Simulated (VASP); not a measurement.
# TiNbSbC: structure and properties in VASP, part 3 of 4

What structure does TiNbSbC take at this level, and what are its properties? The cell is invented: it takes the structure of a Materials Project entry for HfNbCN (space group 160 there), with some of its atoms replaced by other elements, volume scaled by an estimate. It may not be a known or stable phase.

VASP 6.6.1; LDA; plane waves and PAW (Sb, Nb_sv, Ti_sv, C); invented cell.

Still holding for the runs below: The k-mesh is coarse for a metal.

So far. Step 2 (Rough relaxation of the start cell): It ends with a largest force of 0.018 eV/Å and a pressure of 0.02 GPa. Step 3 (Relaxing cell and atoms (LDA)): It ends with a largest force of 0.006 eV/Å and a pressure of 0.00 GPa. The relaxed cell has a = 3.225, c = 19.968 Å (conventional setting).

## (4) Single point with fields (LDA)

The relaxed cell gets a fresh self-consistent run, on a basis set for its own volume, to fix the density and to check the remaining stress.

File INCAR:

```
SYSTEM = TiNbSbC
PREC = Accurate
ENCUT = 520
EDIFF = 1E-06
NELM = 100
ISMEAR = -1
SIGMA = 0.05
LREAL = .FALSE.
ALGO = Normal
GGA = CA
NBANDS = 23
LORBIT = 11
LWAVE = .FALSE.
LCHARG = .TRUE.
ISIF = 2
LELF = .TRUE.
LVHAR = .TRUE.
```

File POSCAR:

```
TiNbSbC
1.0
    1.6124370252      0.9309404409      6.6558695594
   -1.6124370252      0.9309404409      6.6558695594
    0.0000000000     -1.8618819296      6.6558695831
Sb Nb Ti C
1 1 1 1
Direct
    0.7489092421      0.7489092421      0.7489092421
    0.5291078402      0.5291078402      0.5291078398
    0.9694202320      0.9694202320      0.9694202325
    0.2525626856      0.2525626856      0.2525626856
```

File KPOINTS:

```
Automatic mesh
0
Gamma
7 7 7
0 0 0
```

PAW data sets: Sb, Nb_sv, Ti_sv and C (LDA family, release 64).

Launch:

```
> mpirun -np 2 vasp_std
```

The log of the run:

```text
[banner, memory and clock lines left out]
running    2 mpi-ranks, on    1 nodes
 distrk:  each k-point on    2 cores,    1 groups
 distr:  one band on    1 cores,    2 groups

 POSCAR found type information on POSCAR SbNbTiC
 POSCAR found :  4 types and       4 ions
 LDA part: xc-table for (Slater(with rela. corr.)+CA(PZ))
 , standard interpolation
|                                                                             |
|           W    W    AA    RRRRR   N    N  II  N    N   GGGG   !!!           |
|           W    W   A  A   R    R  NN   N  II  NN   N  G    G  !!!           |
|           W    W  A    A  R    R  N N  N  II  N N  N  G       !!!           |
|           W WW W  AAAAAA  RRRRR   N  N N  II  N  N N  G  GGG   !            |
|           WW  WW  A    A  R   R   N   NN  II  N   NN  G    G                |
|           W    W  A    A  R    R  N    N  II  N    N   GGGG   !!!           |
|                                                                             |
|     The number of bands has been changed from the values supplied in        |
|     The orbitals not found in the WAVECAR file will be initialized with     |
|     random numbers, which is usually adequate. For correlated               |
|     calculations, however, you should redo the groundstate calculation.     |
|     I found NBANDS = 23. Now, NBANDS = 24.                                  |
|                                                                             |

 POSCAR, INCAR and KPOINTS ok, starting setup
 FFT: planning ... GRIDC
 FFT: planning ... GRID_SOFT
 FFT: planning ... GRID
 WAVECAR not read
 entering main loop
       N       E                     dE             d eps       ncg     rms          rms(c)
DAV:   1     0.380781441427E+03    0.38078E+03   -0.15921E+04  2112   0.149E+03
DAV:   2    -0.277794120836E+01   -0.38356E+03   -0.36784E+03  2504   0.515E+02
DAV:   3    -0.406162491355E+02   -0.37838E+02   -0.36972E+02  3576   0.133E+02
DAV:   4    -0.436952509689E+02   -0.30790E+01   -0.30667E+01  3160   0.343E+01
DAV:   5    -0.438219412157E+02   -0.12669E+00   -0.12665E+00  3328   0.688E+00    0.188E+01
DAV:   6    -0.379297143429E+02    0.58922E+01   -0.43211E+01  3248   0.522E+01    0.864E+00
DAV:   7    -0.383261651761E+02   -0.39645E+00   -0.19770E+01  3168   0.331E+01    0.716E+00
DAV:   8    -0.372731584896E+02    0.10530E+01   -0.36842E+00  3512   0.178E+01    0.352E+00
DAV:   9    -0.372226628693E+02    0.50496E-01   -0.72823E-01  2976   0.696E+00    0.137E+00
DAV:  10    -0.372079418750E+02    0.14721E-01   -0.10809E-01  3000   0.259E+00    0.663E-01
DAV:  11    -0.372051653293E+02    0.27765E-02   -0.22036E-02  3504   0.113E+00    0.270E-01
DAV:  12    -0.372056318828E+02   -0.46655E-03   -0.37264E-03  2824   0.474E-01    0.113E-01
DAV:  13    -0.372054484244E+02    0.18346E-03   -0.98469E-04  2864   0.252E-01    0.492E-02
DAV:  14    -0.372054491626E+02   -0.73818E-06   -0.13441E-04  3008   0.796E-02    0.195E-02
DAV:  15    -0.372054479997E+02    0.11629E-05   -0.16811E-05  3304   0.369E-02    0.133E-02
DAV:  16    -0.372054477047E+02    0.29498E-06   -0.35243E-06  2272   0.107E-02
   1 F= -.37205448E+02 E0= -.37193667E+02  d E =-.235622E-01
```

Elapsed: 3 min, on 2 MPI ranks of Intel Xeon 6975P-C (Granite Rapids), shared host; peak memory 0.53 GiB.

OUTCAR, selected parts (step 4):

```text
  LATTYP: Found a trigonal (rhomboedric) cell.
 ALAT       =     6.9113821235
 COS(alpha) =     0.8911406570

The static configuration has the point symmetry C_3v.

 Found     44 irreducible k-points:

   k-points           NKPTS =     44   k-points in BZ     NKDIM =     44   number of bands    NBANDS=     24

   ENCUT  =  520.0 eV  38.22 Ry    6.18 a.u.  12.85 12.85 12.85*2*pi/ulx,y,z

   NELECT =      34.0000    total number of electrons

 E-fermi :  10.9906

 k-point     1 :       0.0000    0.0000    0.0000
  band No.  band energies     occupation
    ...
     12       7.1186      2.00000
     13       7.1186      2.00000
     14       7.6952      2.00000
     15      10.6489      1.99785
     16      10.6489      1.99785
     17      11.3915      0.00066
     18      12.1863      0.00000
     19      12.1863      0.00000
     20      13.3823      0.00000
     21      13.3823      0.00000
    ...

 k-point     2 :       0.1429    0.0000    0.0000
  band No.  band energies     occupation
    ...
     13       7.2617      2.00000
     14       7.8562      2.00000
     15      10.1134      2.00000
     16      10.7497      1.98397
     17      10.8957      1.73931
     18      11.4860      0.00010
     19      12.1872      0.00000
     20      13.3136      0.00000
     21      13.5087      0.00000
     22      14.1139      0.00000
    ...

  Total       -0.0068394     -0.0068393      0.0078330     -0.0000000     -0.0000000      0.0000000
  in kB       -0.1827952     -0.1827951      0.2093510     -0.0000000     -0.0000000      0.0000000
  external PRESSURE =      -0.0520797 kB  Pullay stress =       0.0000000 kB

 POSITION                                       TOTAL-FORCE (eV/Angst)
 -----------------------------------------------------------------------------------
      0.00000     -0.00000     14.95393         0.000000      0.000000     -0.001619
      0.00000     -0.00000     10.56502         0.000000      0.000000     -0.002670
      0.00000     -0.00000     19.35700         0.000000      0.000000     -0.002308
      0.00000     -0.00000      5.04307         0.000000     -0.000000      0.006597
 -----------------------------------------------------------------------------------
    total drift:                               -0.000000      0.000001      0.000020

  FREE ENERGIE OF THE ION-ELECTRON SYSTEM (eV)
  ---------------------------------------------------
  free  energy   TOTEN  =       -37.2054477047 eV

  energy  without entropy=      -37.1818855119  energy(sigma->0) =      -37.19366661

 total charge
# of ion       s       p       d       tot
------------------------------------------
    1        1.160   1.328   0.064   2.551
    2        2.173   6.038   2.564  10.775
    3        2.193   6.185   2.063  10.441
    4        0.877   1.549   0.000   2.425
--------------------------------------------------
tot          6.402  15.099   4.691  26.192

[... 3 parts as in an earlier step ...]

[... 7 further parts left out ...]
```

Numbers from this step:

```
SCF cycles : 16
bands      : 24
pressure   : -0.005208 GPa
```

Valence electrons inside each PAW sphere by angular momentum. Sphere charges, by row:

```tsv
atom	s (e)	p (e)	d (e)	tot (e)
Sb1	1.16	1.328	0.064	2.551
Nb2	2.173	6.038	2.564	10.78
Ti3	2.193	6.185	2.063	10.44
C4	0.877	1.549	0	2.425
```

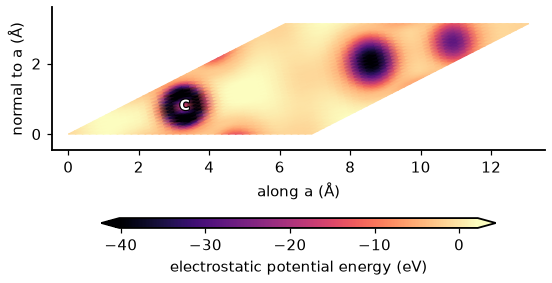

Electrostatic potential energy in the ac plane of the cell as run, not the conventional one, at fractional y = 0.253, with atoms of C within 0.2 Å of it. With pseudopotentials it is smooth inside the atoms' cores, unlike the true potential.

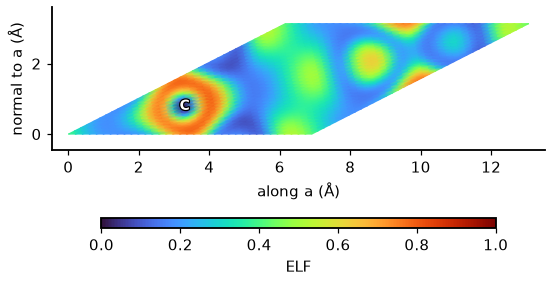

ELF in the ac plane of the cell as run, not the conventional one, at fractional y = 0.253, with atoms of C within 0.2 Å of it. It is the smooth field of the valence electrons, not physical close to the nuclei.

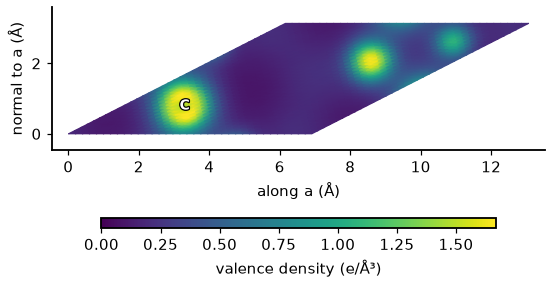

Valence density in the ac plane of the cell as run, not the conventional one, at fractional y = 0.253, with atoms of C within 0.2 Å of it. It is the smooth field of the valence electrons, not physical close to the nuclei.

In this run the pressure is -0.01 GPa, small enough to go on.

## (5) Band structure (LDA)

Levels along the symmetry lines show where the bands peak and cross; KPOINTS_OPT computes them in the converged potential.

File INCAR:

```
SYSTEM = TiNbSbC
PREC = Accurate
ENCUT = 520
EDIFF = 1E-06
NELM = 100
ISMEAR = -1
SIGMA = 0.05
LREAL = .FALSE.
ALGO = Normal
GGA = CA
NBANDS = 31
LORBIT = 11
LWAVE = .FALSE.
LCHARG = .FALSE.
KPAR = 2
```

POSCAR is that of step 4.

KPOINTS is that of step 4.

File KPOINTS_OPT:

```
Line mode
16
Line-mode
Reciprocal
  0.00000000   0.00000000   0.00000000 GAMMA
  0.50000000   0.00000000   0.00000000 L

  0.50000000   0.00000000   0.00000000 L
  0.50000000   0.17970864  -0.17970864 B1

  0.82029136   0.50000000   0.17970864 B
  0.50000000   0.50000000   0.50000000 Z

  0.50000000   0.50000000   0.50000000 Z
  0.00000000   0.00000000   0.00000000 GAMMA

  0.00000000   0.00000000   0.00000000 GAMMA
  0.33985432   0.00000000  -0.33985432 X

  0.66014568   0.33985432   0.00000000 Q
  0.50000000   0.50000000   0.00000000 F

  0.50000000   0.50000000   0.00000000 F
  0.66014568   0.66014568   0.17970864 P1

  0.66014568   0.66014568   0.17970864 P1
  0.50000000   0.50000000   0.50000000 Z

  0.50000000   0.00000000   0.00000000 L
  0.82029136   0.33985432   0.33985432 P
```

Launch:

```
> mpirun -np 2 vasp_std
```

The log of the run:

```text
[... set-up lines as in an earlier step ...]
 entering main loop
       N       E                     dE             d eps       ncg     rms          rms(c)
DAV:   1     0.373105069935E+03    0.37311E+03   -0.15090E+04  2728   0.116E+03
DAV:   2    -0.216144366590E+01   -0.37527E+03   -0.35506E+03  2870   0.416E+02
DAV:   3    -0.402510343651E+02   -0.38090E+02   -0.36586E+02  4354   0.112E+02
DAV:   4    -0.437107484919E+02   -0.34597E+01   -0.34137E+01  3987   0.288E+01
DAV:   5    -0.438254410478E+02   -0.11469E+00   -0.11461E+00  3993   0.547E+00    0.188E+01
DAV:   6    -0.379816242593E+02    0.58438E+01   -0.18059E+01  3748   0.404E+01    0.852E+00
DAV:   7    -0.383087288412E+02   -0.32710E+00   -0.15036E+01  3683   0.263E+01    0.751E+00
DAV:   8    -0.372695226295E+02    0.10392E+01   -0.22524E+00  3838   0.141E+01    0.357E+00
DAV:   9    -0.372221213666E+02    0.47401E-01   -0.51482E-01  3701   0.510E+00    0.128E+00
DAV:  10    -0.372075852745E+02    0.14536E-01   -0.78769E-02  3591   0.194E+00    0.611E-01
DAV:  11    -0.372053132053E+02    0.22721E-02   -0.11216E-02  4299   0.751E-01    0.264E-01
DAV:  12    -0.372055299036E+02   -0.21670E-03   -0.24207E-03  3204   0.353E-01    0.101E-01
DAV:  13    -0.372054482476E+02    0.81656E-04   -0.41769E-04  3488   0.165E-01    0.299E-02
DAV:  14    -0.372054474518E+02    0.79580E-06   -0.34103E-05  4164   0.395E-02    0.185E-02
DAV:  15    -0.372054477930E+02   -0.34119E-06   -0.28801E-06  3415   0.118E-02
   1 F= -.37205448E+02 E0= -.37193667E+02  d E =-.235615E-01
 Start KPOINTS_OPT (optional k-point list driver)
k-point batch [1-44\144]
       N       E                     dE             ncg
DAV:   1     0.414477503157E+04   -0.39135E+05     2728
DAV:   2    -0.120803731806E+05   -0.16225E+05     2886
DAV:   3    -0.137043265485E+05   -0.16240E+04     4581
DAV:   4    -0.138283252051E+05   -0.12400E+03     3755
DAV:   5    -0.138335592537E+05   -0.52340E+01     4054
DAV:   6    -0.138336505264E+05   -0.91273E-01     3943
DAV:   7    -0.138336536631E+05   -0.31368E-02     4080
DAV:   8    -0.138336537130E+05   -0.49847E-04     3902
DAV:   9    -0.138336537144E+05   -0.14594E-05     2524
DAV:  10    -0.138336537147E+05   -0.23701E-06     2183
[...]
k-point batch [133-144\144]
       N       E                     dE             ncg
DAV:   1     0.331496726441E+05   -0.14344E+05      752
DAV:   2     0.287999717602E+05   -0.43497E+04      792
DAV:   3     0.283791781364E+05   -0.42079E+03     1232
DAV:   4     0.283488304716E+05   -0.30348E+02     1035
DAV:   5     0.283471742704E+05   -0.16562E+01     1137
DAV:   6     0.283471411269E+05   -0.33143E-01     1090
DAV:   7     0.283471404867E+05   -0.64022E-03     1061
DAV:   8     0.283471404750E+05   -0.11676E-04     1028
DAV:   9     0.283471404747E+05   -0.39783E-06      688
```

The job ended after 11 min (2 MPI ranks; peak memory 0.75 GiB; 21 min of CPU time).

From OUTCAR (step 5):

```text
   k-points           NKPTS =     44   k-points in BZ     NKDIM =     44   number of bands    NBANDS=     31

   NELECT =      34.0000    total number of electrons

 E-fermi :  10.9906

 k-point     1 :       0.0000    0.0000    0.0000
  band No.  band energies     occupation
    ...
     12       7.1183      2.00000
     13       7.1183      2.00000
     14       7.6951      2.00000
     15      10.6489      1.99785
     16      10.6489      1.99785
     17      11.3915      0.00066
     18      12.1864      0.00000
     19      12.1864      0.00000
     20      13.3823      0.00000
     21      13.3823      0.00000
    ...

  Total       -0.0099944     -0.0099944      0.0078553     -0.0000000     -0.0000000      0.0000000
  in kB       -0.2671196     -0.2671195      0.2099484     -0.0000000     -0.0000000      0.0000000
  external PRESSURE =      -0.1080969 kB  Pullay stress =       0.0000000 kB

 POSITION                                       TOTAL-FORCE (eV/Angst)
 -----------------------------------------------------------------------------------
      0.00000     -0.00000     14.95393         0.000000      0.000000     -0.001130
      0.00000     -0.00000     10.56502         0.000000      0.000000     -0.002283
      0.00000     -0.00000     19.35700         0.000000      0.000000     -0.002872
      0.00000     -0.00000      5.04307         0.000000     -0.000000      0.006285
 -----------------------------------------------------------------------------------
    total drift:                               -0.000000      0.000001     -0.000146

  FREE ENERGIE OF THE ION-ELECTRON SYSTEM (eV)
  ---------------------------------------------------
  free  energy   TOTEN  =       -37.2054477930 eV

  energy  without entropy=      -37.1818862859  energy(sigma->0) =      -37.19366704

[... 8 parts as in an earlier step ...]

[... 8 further parts left out ...]
```

Spin-orbit coupling is off here; with elements this heavy it splits and shifts levels by tenths of an eV or more.

Numbers from this step:

- SCF cycles: 15
- bands: 31
- pressure: -0.01081 GPa

Electronic bands along the path, in eV, zero at the Fermi level; # counts the bands kept, so #1 is VASP's band 10:

```tsv
point	#4	#5	#6	#7	#8	#9	#10	#11
Γ	-3.87	-3.30	-0.34	-0.34	0.40	1.20	1.20	2.39
L	-3.51	-3.47	-2.73	-2.18	0.13	0.84	1.91	2.12
B1	-4.13	-3.70	-3.05	-2.91	-0.47	-0.17	1.08	1.32
jump to B	-4.13	-3.70	-3.05	-2.91	-0.47	-0.17	1.08	1.32
Z	-3.83	-3.83	-0.33	-0.33	0.47	0.84	0.84	2.33
Γ	-3.87	-3.30	-0.34	-0.34	0.40	1.20	1.20	2.39
X	-4.18	-3.70	-3.06	-2.88	-0.56	0.00	0.84	1.50
jump to Q	-4.18	-3.70	-3.06	-2.88	-0.56	0.00	0.84	1.50
F	-3.55	-3.23	-2.97	-2.17	0.24	0.80	1.89	2.35
P1	-3.53	-3.29	-2.86	-2.17	0.43	0.64	1.78	2.25
Z	-3.83	-3.83	-0.33	-0.33	0.47	0.84	0.84	2.33
jump to L	-3.51	-3.47	-2.73	-2.18	0.13	0.84	1.91	2.12
P	-3.53	-3.29	-2.86	-2.17	0.43	0.64	1.78	2.25
```

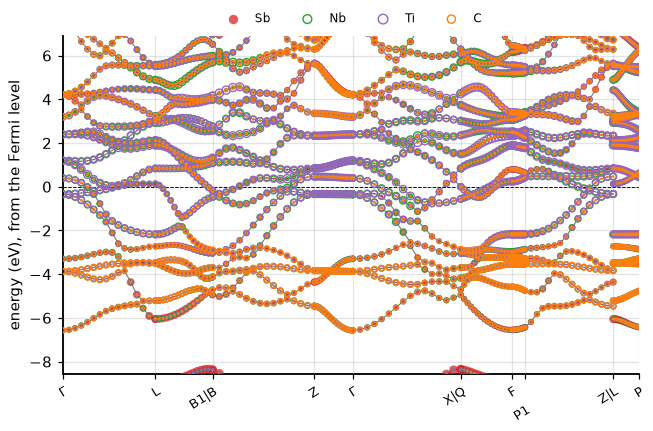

Electronic bands along the path; dots are coloured as in the legend, and their area grows with the weight.

There is no gap at this level.

(Continued in part 4 of 4.)

[Lines on the potential files, build, host, timing and source positions are cut from VASP's logs without a mark.]

[Logs are printed without paths, hosts, clocks, repeated set-up lines and the standing remarks that a program may print on its own settings, such as how far it seeks lower states.]

[Hosts, paths, dates, database ids (printed as entryN), source tags and the programs' standing remarks are cut or masked in the printed files.]

[A measured line is paired with the nearest computed mode of its activity, which favours agreement.]

[In band tables of VASP the shares of atoms and orbitals are scaled to a sum of 1 inside the atoms' spheres.]
